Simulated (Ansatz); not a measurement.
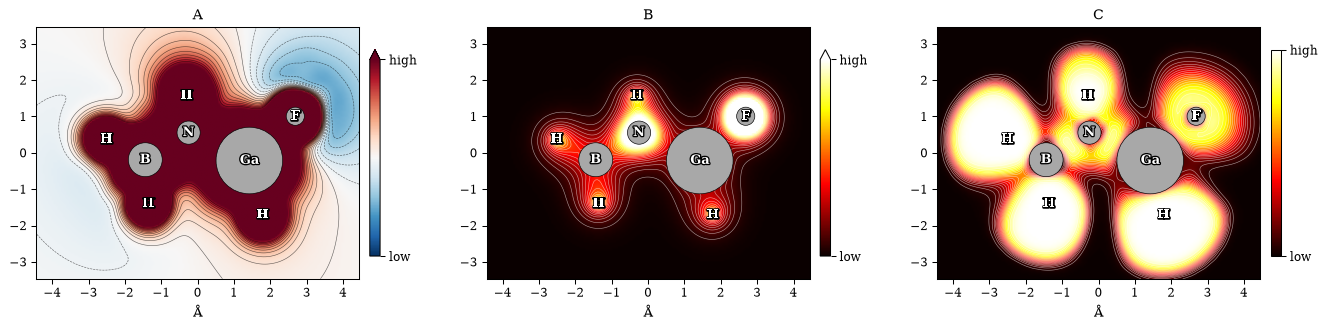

BFGaH$_{4}$N (SMILES B[NH][GaH][F]): 3 fields on the molecular plane, with unlabelled colour scales. Grey discs cover the atomic cores.

Geometry: r2SCAN-D4/def2-SVP.

Level of theory: Ansatz 0.2.0, isolated molecule in a Gaussian basis; Kohn-Sham density functional theory, functional PBE0.

Question: The panels show electron density, electron localisation function and electrostatic potential in some order. Assign them.

Answer: Panel A: electrostatic potential (strongly positive close to the atoms, with negative regions outside electron-rich atoms). Panel B: electron density. Panel C: electron localisation function. From the grid: B–N (1.41 Å): the density is about 1.9 e/Å³ at the midpoint; the ELF peaks at about 0.90 between the atoms: a polar covalent bond. Ga–F (1.75 Å): ρ at the midpoint is about 0.9 e/Å³; the ELF peaks at about 0.80 in the valence shell of F, 0.5 Å from its nucleus, and is about 0.20 at the midpoint.
